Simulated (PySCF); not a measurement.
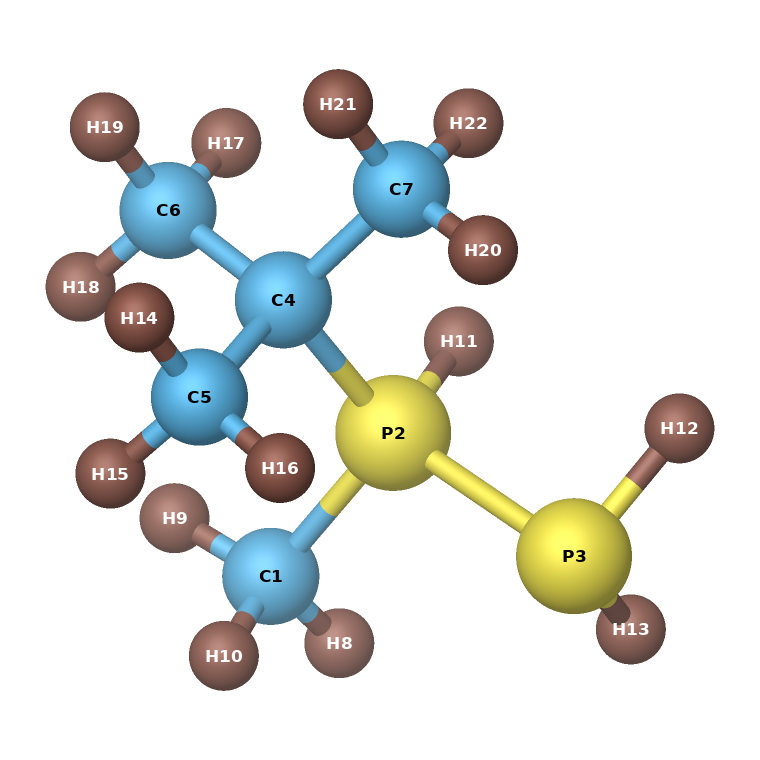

The species has charge +1 and is a spin singlet. The geometry was computed by an optimisation with PBE0-D3(BJ)/def2-SVP. No frequency run is at hand to confirm it as a minimum. Method: GIAO PBE0/pcSseg-1 NMR shielding, non-relativistic, gas phase (PySCF 2.14.0), and the same with a continuum solvent (IEF-PCM, Bondi radii x 1.2, gas-phase geometry).

How do HOMO–LUMO gap (eV), σ(P2) (ppm), σ(H11) (ppm), σ(P3) (ppm) change in cyclohexane (ε = 2.0), acetone (ε = 20.5)?

| medium | HOMO–LUMO gap (eV) | σ(P2) (ppm) | σ(H11) (ppm) | σ(P3) (ppm) |
| --- | --- | --- | --- | --- |
| gas phase | 7.74 | 317.2 | 25.43 | 542.7 |
| cyclohexane | 7.76 | 314.9 | 25.26 | 540.9 |
| acetone | 7.81 | 311.8 | 24.94 | 539.0 |
